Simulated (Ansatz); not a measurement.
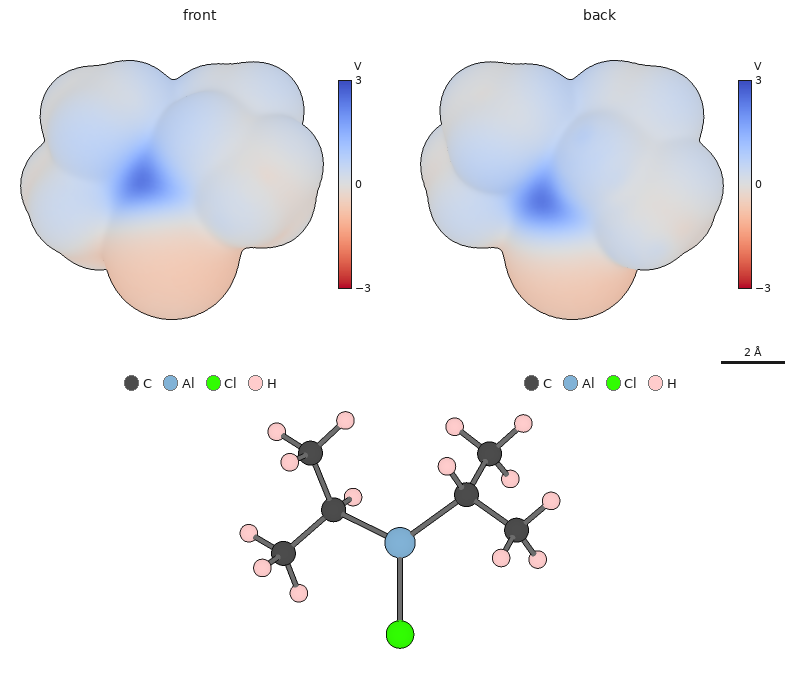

Figure. C₆H₁₄AlCl (SMILES C[CH](C)[Al]([Cl])[CH](C)C). The molecular electrostatic potential painted on the density surface at 0.001 e/bohr³, seen from the front and from behind; the colour scale runs from red (negative) to blue (positive). The bare structure is drawn below in the same view.

Geometry: PBE0-D4/def2-TZVP.

Method: RKS PBE0-D4/def2-TZVPP in Ansatz.

```tsv
atom	x (Å)	y (Å)	z (Å)
C	-1.1995	-2.5945	1.1347
C	-1.0019	-1.4009	0.2054
C	-2.2737	-0.5529	0.1075
Al	0.5492	-0.2751	0.6385
Cl	1.8706	-0.9271	2.1579
C	0.9361	1.4253	-0.2670
C	2.2713	2.0578	0.1137
C	0.8042	1.2708	-1.7851
H	-1.4082	-2.2730	2.1596
H	-0.3165	-3.2363	1.1776
H	-2.0461	-3.2121	0.8113
H	-0.7904	-1.7878	-0.8040
H	-3.1229	-1.1525	-0.2410
H	-2.5581	-0.1415	1.0818
H	-2.1668	0.2894	-0.5825
H	0.1330	2.1036	0.0620
H	3.1128	1.4249	-0.1841
H	2.3612	2.2184	1.1905
H	2.4054	3.0272	-0.3811
H	0.9105	2.2374	-2.2917
H	1.5822	0.6157	-2.1913
H	-0.1617	0.8527	-2.0840
```

Q: Where is the surface potential most negative and most positive?

A: The most negative region (about −0.7 V, or −16 kcal/mol for a unit charge) lies over Cl5, the most positive (about +2.2 V, or +51 kcal/mol for a unit charge) over Al4.
